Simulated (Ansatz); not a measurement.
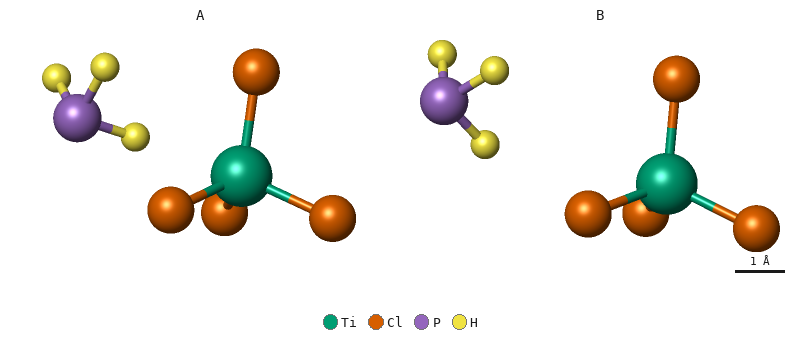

Two geometries of TiPH3Cl4, drawn at one scale. One is the start of a relaxation, the other its converged end. The picture is a ball-and-stick view, seen from a free direction.

These are results of RHF/def2-SVP (Ansatz 0.2.0), not measurements. Settings: no spin polarisation; force threshold 0.03 eV/Å; at most 50 steps.

Which geometry has the lower energy?

Answer. Structure B is the relaxed one. The run prepares an end point of a later path (reaction) calculation, from a guessed geometry. The atom that moves furthest after the best rigid fit is an H atom (1.06 Å). Largest moves by element: H 1.06 Å, P 0.78 Å, Cl 0.56 Å, Ti 0.56 Å. Some distances before and after: H–Ti 2.650 → 4.142 Å, Cl–Ti 2.314 → 2.169 Å, Cl–Ti 2.157 → 2.168 Å. Bond angles that change, for instance: Cl–Ti–Cl 114.3° → 109.4°, Cl–Ti–Cl 104.9° → 109.5°, Cl–Ti–Cl 113.4° → 109.5°. Over 13 accepted moves (14 points after the start) the energy falls by 0.483 eV. Largest force component: 1.6 eV/Å at the start, 0.0014 eV/Å at the end. The line search rejected the trial step at point 10 of the run. The forces were under the threshold at step 5, but the run went on from there.

Limits of the set-up: the start holds two separate molecules, 2.6 Å apart at their closest, whose relative position is a soft coordinate and is computed without a dispersion correction; Hartree-Fock leaves out electron correlation.
